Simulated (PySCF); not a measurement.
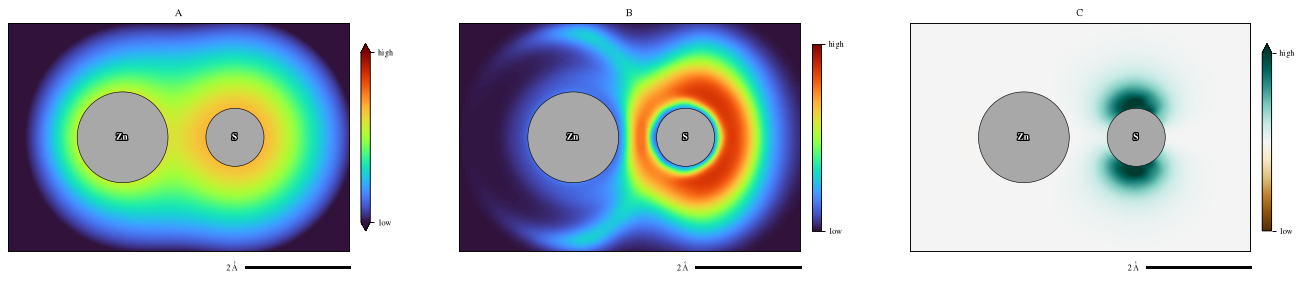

ZnS (charge +1, doublet): 3 fields on a plane that holds the molecular axis, with unlabelled colour scales. Grey discs cover the atomic cores.

Theory: PBE0/def2-SVP, non-relativistic Hamiltonian with scalar-relativistic core potentials where named, at a bond length of 2.174 Å in PySCF 2.14.0.

```yaml
atoms:
  - { symbol: Zn, position_ang: [0.0000, 0.0000, -0.7248] }
  - { symbol: S, position_ang: [0.0000, 0.0000, 1.4492] }
```

**Which field does each panel show? The fields are: electron density, electron localisation function and spin density.**

Panel A: electron density. Panel B: electron localisation function. Panel C: spin density (confined to the atoms that carry the unpaired spin). From the grid: Zn–S (2.17 Å): the density is about 0.6 e/Å³ at the midpoint; the ELF peaks at about 0.75 in the valence shell of S, 0.9 Å from its nucleus, and is about 0.50 at the midpoint.
